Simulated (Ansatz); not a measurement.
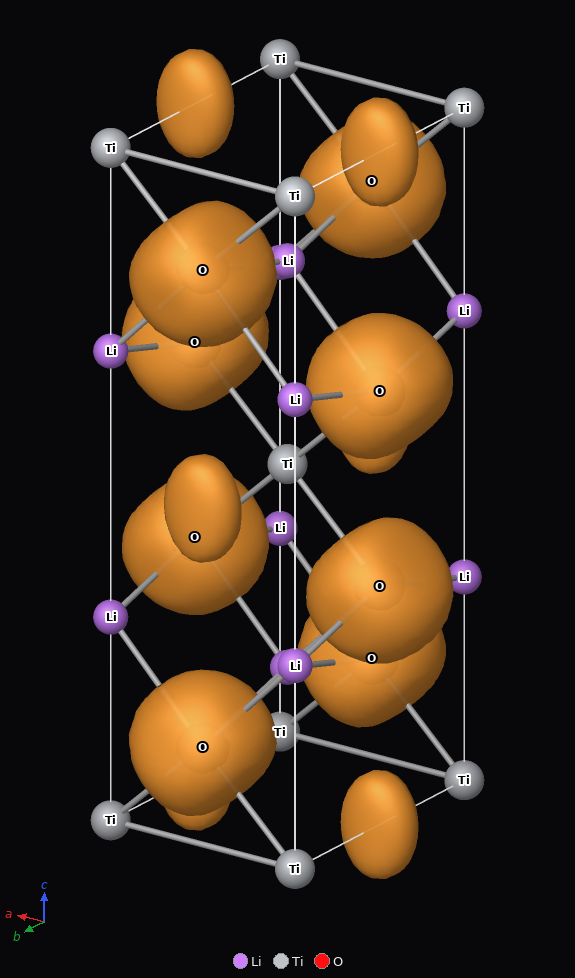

Li2TiO2. Isosurface of the ELF at 0.65 (orange), seen at an oblique angle. Only the valence region is drawn (cores and ρ < 0.01 e/Å³ removed). Sticks mark near contacts.

Space group Immm; a generated structure, not necessarily the stable one; changed on purpose from its base cell (volume × 0.97, shape and atoms relaxed); computed pressure about 3 GPa in this cell; computed without spin polarisation.

Computed with DFT PBE, scalar-relativistic, plane waves, PAW (Ansatz).

Question: What do the ELF domains correspond to?

Answer: The ELF exceeds this value in four regions wrapped around O (the valence shell of each) and two pockets between the atoms, centred on no nucleus (multi-centre or interstitial), counted in one cell of 10 atoms. Regions shared between cells count once.

Values along the shortest contacts:
Li–O (1.95 Å): the ELF peaks at about 0.80 in the valence shell of O, 0.6 Å from its nucleus, and is about 0.55 at the midpoint. Ti–O (1.99 Å): the ELF peaks at about 0.80 in the valence shell of O, 0.6 Å from its nucleus, and is about 0.20 at the midpoint (no shared electron pair shows on this line).
